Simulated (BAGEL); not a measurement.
# C2H9NSi (SMILES CN(C)[SiH3]), step by step

Aim: a single-point energy (HF/def2-SV(P)), then a single-point energy (NEVPT2(2,2)/def2-SV(P)), then a single-point energy (CASPT2(2,2)/def2-SV(P)) of C2H9NSi. 

The results are computed with BAGEL 1.2.2.

1 further run of the same task is left out (set aside as unsound or not needed).

## (1) The molecule

C2H9NSi: 13 atoms, total charge 0, spin state singlet. As SMILES, `CN(C)[SiH3]`. One bond was lengthened or shortened from a relaxed shape.

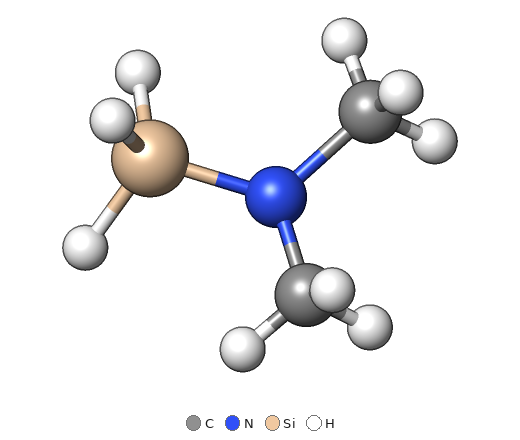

Viewed from a chosen angle; carbon grey, nitrogen blue, silicon light orange, hydrogen white.

## (2) The energy at HF/def2-SV(P) (density fitting with svp-jkfit) (run 1)

Contents of input.json:

```json
{ "bagel": [

{
  "title": "molecule",
  "basis": "def2-sv_p_.json",
  "df_basis": "svp-jkfit",
  "angstrom": true,
  "geometry": [
    { "atom": "C", "xyz": [   -1.051616,    0.980199,   -0.616414 ] },
    { "atom": "N", "xyz": [   -0.262516,    0.030099,    0.127886 ] },
    { "atom": "C", "xyz": [    1.257300,    0.576800,    0.503700 ] },
    { "atom": "Si", "xyz": [   -0.602616,   -1.651701,    0.052886 ] },
    { "atom": "H", "xyz": [   -0.614316,    1.221199,   -1.597514 ] },
    { "atom": "H", "xyz": [   -1.145716,    1.920199,   -0.058414 ] },
    { "atom": "H", "xyz": [   -2.058916,    0.592399,   -0.784414 ] },
    { "atom": "H", "xyz": [    1.197400,    1.509100,    1.079000 ] },
    { "atom": "H", "xyz": [    1.870100,    0.778300,   -0.388400 ] },
    { "atom": "H", "xyz": [    1.787100,   -0.156700,    1.115700 ] },
    { "atom": "H", "xyz": [   -0.129516,   -2.346601,   -1.186114 ] },
    { "atom": "H", "xyz": [   -2.077916,   -1.823601,    0.117986 ] },
    { "atom": "H", "xyz": [    0.067384,   -2.306001,    1.207686 ] }
  ]
},
{ "title": "hf" },
{ "title": "print", "file": "orbitals.molden", "orbitals": true }

]}
```

The basis set def2-SV(P) is read from a file made from the Basis Set Exchange's data (not shown).

Started as:

```bash
BAGEL_NUM_THREADS=1 BAGEL input.json > input.out
```

The log of the run:

```text
* using 1 threads per process

  ===============================================================
  ===============================================================

  *** Geometry ***

  { "atom" : "C", "xyz" : [     -1.987266,      1.852308,     -1.164854 ] },
  { "atom" : "N", "xyz" : [     -0.496083,      0.056879,      0.241670 ] },
  { "atom" : "C", "xyz" : [      2.375953,      1.089994,      0.951855 ] },
  { "atom" : "Si", "xyz" : [     -1.138779,     -3.121263,      0.099940 ] },
  { "atom" : "H", "xyz" : [     -1.160889,      2.307732,     -3.018864 ] },
  { "atom" : "H", "xyz" : [     -2.165089,      3.628650,     -0.110386 ] },
  { "atom" : "H", "xyz" : [     -3.890787,      1.119472,     -1.482328 ] },
  { "atom" : "H", "xyz" : [      2.262758,      2.851786,      2.039014 ] },
  { "atom" : "H", "xyz" : [      3.533977,      1.470774,     -0.733970 ] },
  { "atom" : "H", "xyz" : [      3.377130,     -0.296120,      2.108367 ] },
  { "atom" : "H", "xyz" : [     -0.244750,     -4.434433,     -2.241431 ] },
  { "atom" : "H", "xyz" : [     -3.926692,     -3.446106,      0.222961 ] },
  { "atom" : "H", "xyz" : [      0.127337,     -4.357710,      2.282196 ] },

  Number of auxiliary basis functions:      517

  Since a DF basis is specified, we compute 2- and 3-index integrals:
    o Being stored without compression. Storage requirement is 0.025 GB

  Number of basis functions:       78
  Number of electrons      :       42

    * METHOD: MOLECULE                             0.28

  *** RHF ***

  === Nuclear Repulsion ===
   175.6026814510

      * DIIS with orbital gradients will be used.

  === RHF iteration (def2-sv_p_.json) ===
      0       -423.97927531          0.01475709           0.08
      1       -424.09325436          0.00773362           0.08
      2       -424.12022828          0.00189351           0.08
      3       -424.12233792          0.00047382           0.08
      4       -424.12246003          0.00007843           0.08
      5       -424.12246563          0.00001786           0.08
      6       -424.12246610          0.00000585           0.08
      7       -424.12246616          0.00000230           0.08
      8       -424.12246617          0.00000067           0.08
      9       -424.12246617          0.00000021           0.08
     10       -424.12246617          0.00000008           0.08
     11       -424.12246617          0.00000003           0.08
     12       -424.12246617          0.00000001           0.08
    * SCF iteration converged.

    * Permanent dipole moment:
           (   -0.331167,    -0.474139,     0.056572) a.u.

    * METHOD: HF                                   1.24

    * METHOD: PRINT                                0.01

  ===============================================================
```

Run time: 1.7 s. Hardware: 1 thread of Arm Neoverse V1, shared host; peak memory 0.15 GiB.

## (3) The energy at NEVPT2(2,2)/def2-SV(P) (density fitting with svp-jkfit) (run 2)

Contents of calc.json:

```json
{ "bagel" : [

{
  "title" : "molecule",
  "basis" : "def2-sv_p_.json",
  "df_basis" : "svp-jkfit",
  "angstrom" : true,
  "geometry" : [
    { "atom" : "C", "xyz" : [      -1.051616,       0.980199,      -0.616414 ] },
    { "atom" : "N", "xyz" : [      -0.262516,       0.030099,       0.127886 ] },
    { "atom" : "C", "xyz" : [       1.257300,       0.576800,       0.503700 ] },
    { "atom" : "Si", "xyz" : [      -0.602616,      -1.651701,       0.052886 ] },
    { "atom" : "H", "xyz" : [      -0.614316,       1.221199,      -1.597514 ] },
    { "atom" : "H", "xyz" : [      -1.145716,       1.920199,      -0.058414 ] },
    { "atom" : "H", "xyz" : [      -2.058916,       0.592399,      -0.784414 ] },
    { "atom" : "H", "xyz" : [       1.197400,       1.509100,       1.079000 ] },
    { "atom" : "H", "xyz" : [       1.870100,       0.778300,      -0.388400 ] },
    { "atom" : "H", "xyz" : [       1.787100,      -0.156700,       1.115700 ] },
    { "atom" : "H", "xyz" : [      -0.129516,      -2.346601,      -1.186114 ] },
    { "atom" : "H", "xyz" : [      -2.077916,      -1.823601,       0.117986 ] },
    { "atom" : "H", "xyz" : [       0.067384,      -2.306001,       1.207686 ] }
  ]
},

{
  "title" : "hf"
},

{
  "title" : "nevpt2",
  "nstate" : 1,
  "nact" : 2,
  "nclosed" : 20,
  "active" : [9, 32],
  "maxiter" : 200,
  "natocc" : true,
  "ncore" : 8
},

{
  "title" : "print",
  "file" : "orbitals.molden",
  "orbitals" : true
}

]}
```

The basis set def2-SV(P) is read from a file made from the Basis Set Exchange's data (not shown).

Started as:

```bash
BAGEL_NUM_THREADS=1 BAGEL calc.json > calc.out
```

The log of the run:

```text
* using 1 threads per process

  ===============================================================
  ===============================================================

  *** Geometry ***

  { "atom" : "C", "xyz" : [     -1.987266,      1.852308,     -1.164854 ] },
  { "atom" : "N", "xyz" : [     -0.496083,      0.056879,      0.241670 ] },
  { "atom" : "C", "xyz" : [      2.375953,      1.089994,      0.951855 ] },
[... 9 lines of this table left out ...]
  { "atom" : "H", "xyz" : [      0.127337,     -4.357710,      2.282196 ] },

  Number of auxiliary basis functions:      517

  Since a DF basis is specified, we compute 2- and 3-index integrals:
    o Being stored without compression. Storage requirement is 0.025 GB

  Number of basis functions:       78
  Number of electrons      :       42

    * METHOD: MOLECULE                             0.28

  *** RHF ***

  === Nuclear Repulsion ===
   175.6026814510

      * DIIS with orbital gradients will be used.

  === RHF iteration (def2-sv_p_.json) ===
      0       -423.97927531          0.01475709           0.08
      1       -424.09325436          0.00773362           0.08
      2       -424.12022828          0.00189351           0.08
[... 9 lines of this table left out ...]
     12       -424.12246617          0.00000001           0.08
    * SCF iteration converged.

    * Permanent dipole moment:
           (   -0.331167,    -0.474139,     0.056572) a.u.

    * METHOD: HF                                   1.22

    * freezing 8 orbitals
  ---------------------------
      CASSCF calculation
  ---------------------------

    ==== Active orbitals : =====
         Orbital 9
         Orbital 32
    ============================

    * nstate   :      1
    * nclosed  :     20
    * nact     :      2
    * nvirt    :     56
  === CASSCF iteration (def2-sv_p_.json) ===

    * Using the second-order algorithm

      0  0      -424.12256057     2.68e-05      0.03

      1  0      -424.12333214     1.66e-04      0.26
[... 25 lines of this table left out ...]
     14  0      -424.14602771     7.47e-09      0.31

    * Second-order optimization converged. *

     guess   0:   closed 1.                   open ..

  === FCI iteration ===

      0  0      -424.12196938     9.19e-02      0.00
      1  0      -424.14600101     2.41e-03      0.00
      2  0 *    -424.14602771     2.86e-16      0.00

     * ci vector, state   0, <S^2> = 0.0000
       2.     0.9915296064
       .2    -0.1298808669

  === DF-NEVPT2 calculation ===

    * 3-index integral transformation done
    * assembly done

      NEVPT2 correlation energy:   -0.4718899340      0.17

          (+0)     -0.3707114466
          (+0)'    -0.0385686210
          (+1)     -0.0101189598
          (+1)'    -0.0000000000
          (+2)     -0.0006484282
          (-1)     -0.0466036824
          (-1)'     0.0000000000
          (-2)     -0.0052387960

      NEVPT2 total energy:       -424.6179176422

    * METHOD: NEVPT2                               6.22

    * METHOD: PRINT                                0.01

  ===============================================================
```

Wall time 8.1 s (1 thread of Arm Neoverse V1, shared host); peak memory 0.15 GiB.

## (4) A single-point energy at CASPT2(2,2)/def2-SV(P) (density fitting with svp-jkfit) (run 3)

Contents of input.json:

```json
{ "bagel": [

{
  "title": "molecule",
  "basis": "def2-sv_p_.json",
  "df_basis": "svp-jkfit",
  "angstrom": "true",
  "geometry": [
    { "atom": "C", "xyz": [      -1.051616,       0.980199,      -0.616414 ] },
    { "atom": "N", "xyz": [      -0.262516,       0.030099,       0.127886 ] },
    { "atom": "C", "xyz": [       1.257300,       0.576800,       0.503700 ] },
    { "atom": "Si", "xyz": [      -0.602616,      -1.651701,       0.052886 ] },
    { "atom": "H", "xyz": [      -0.614316,       1.221199,      -1.597514 ] },
    { "atom": "H", "xyz": [      -1.145716,       1.920199,      -0.058414 ] },
    { "atom": "H", "xyz": [      -2.058916,       0.592399,      -0.784414 ] },
    { "atom": "H", "xyz": [       1.197400,       1.509100,       1.079000 ] },
    { "atom": "H", "xyz": [       1.870100,       0.778300,      -0.388400 ] },
    { "atom": "H", "xyz": [       1.787100,      -0.156700,       1.115700 ] },
    { "atom": "H", "xyz": [      -0.129516,      -2.346601,      -1.186114 ] },
    { "atom": "H", "xyz": [      -2.077916,      -1.823601,       0.117986 ] },
    { "atom": "H", "xyz": [       0.067384,      -2.306001,       1.207686 ] }
  ]
},

{
  "title": "hf"
},

{
  "title": "casscf",
  "nstate": 1,
  "nact": 2,
  "nclosed": 20,
  "active": [9, 32],
  "maxiter": 200,
  "natocc": "true"
},

{
  "title": "print",
  "file": "orbitals.molden",
  "orbitals": "true"
},

{
  "title": "smith",
  "method": "caspt2",
  "ms": "true",
  "xms": "true",
  "sssr": "true",
  "shift": 0.2,
  "shift_imag": "true",
  "ncore": 8
}

]}
```

The basis set def2-SV(P) is read from a file made from the Basis Set Exchange's data (not shown).

Started as:

```bash
BAGEL_NUM_THREADS=1 BAGEL input.json > input.out
```

The log of the run:

```text
* using 1 threads per process

  ===============================================================
  ===============================================================

  *** Geometry ***

  { "atom" : "C", "xyz" : [     -1.987266,      1.852308,     -1.164854 ] },
  { "atom" : "N", "xyz" : [     -0.496083,      0.056879,      0.241670 ] },
  { "atom" : "C", "xyz" : [      2.375953,      1.089994,      0.951855 ] },
[... 9 lines of this table left out ...]
  { "atom" : "H", "xyz" : [      0.127337,     -4.357710,      2.282196 ] },

  Number of auxiliary basis functions:      517

  Since a DF basis is specified, we compute 2- and 3-index integrals:
    o Being stored without compression. Storage requirement is 0.025 GB

  Number of basis functions:       78
  Number of electrons      :       42

    * METHOD: MOLECULE                             0.28

  *** RHF ***

  === Nuclear Repulsion ===
   175.6026814510

      * DIIS with orbital gradients will be used.

[... 6 lines left out ...]
    * SCF iteration converged.
[... 1 line left out ...]
    * Permanent dipole moment:
[... 27 lines left out ...]
    * Second-order optimization converged. *
[... 9 lines left out ...]
     * ci vector, state   0, <S^2> = 0.0000
[... 16 lines left out ...]
    * Zeroth order energy : state  0       -1.1830476343
[... 3 lines left out ...]
      -------------------------------------------  CASPT2 iteration  ---------------------------------------------------
       #      aibj      arbs      arbi      airj      risj      airs      arst      rist         Etot      error   time
      ------------------------------------------------------------------------------------------------------------------

       0  -0.37040  -0.00615  -0.04772  -0.01101  -0.00094  -0.03393  -0.00000  -0.00000   -0.4701480  0.0022523   0.09
       1  -0.37075  -0.00622  -0.04804  -0.01122  -0.00101  -0.03479  -0.00000  -0.00000   -0.4720506  0.0003671   0.07
       2  -0.37079  -0.00623  -0.04803  -0.01124  -0.00102  -0.03482  -0.00000  -0.00000   -0.4721237  0.0000730   0.07
       3  -0.37079  -0.00623  -0.04803  -0.01123  -0.00102  -0.03483  -0.00000  -0.00000   -0.4721257  0.0000146   0.08
       4  -0.37079  -0.00623  -0.04803  -0.01123  -0.00102  -0.03483  -0.00000  -0.00000   -0.4721258  0.0000033   0.08
       5  -0.37079  -0.00623  -0.04803  -0.01123  -0.00102  -0.03483   0.00000  -0.00000   -0.4721258  0.0000006   0.08

      ------------------------------------------------------------------------------------------------------------------

    * CASPT2 energy : state  0     -424.6207509479
        w/o shift correction       -424.6181534749
        reference weight              0.8580469191

    * METHOD: SMITH                                0.72

  ===============================================================
```

It took 8.4 s on 1 thread of Arm Neoverse V1, shared host; peak memory 0.18 GiB.

## (5) What came out

| quantity | value |
| --- | --- |
| run 1, HF/def2-SV(P): total energy | -424.12247 Eh |
| run 1, HF/def2-SV(P): dipole moment | 1.48 D |
| run 1, HF/def2-SV(P): HOMO energy | -9.72 eV |
| run 1, HF/def2-SV(P): LUMO energy | 4.30 eV |
| run 1, HF/def2-SV(P): HOMO–LUMO gap | 14.01 eV |
| run 2, NEVPT2(2,2)/def2-SV(P): total energy | -424.61792 Eh |
| run 3, CASPT2(2,2)/def2-SV(P): total energy | -424.62075 Eh |
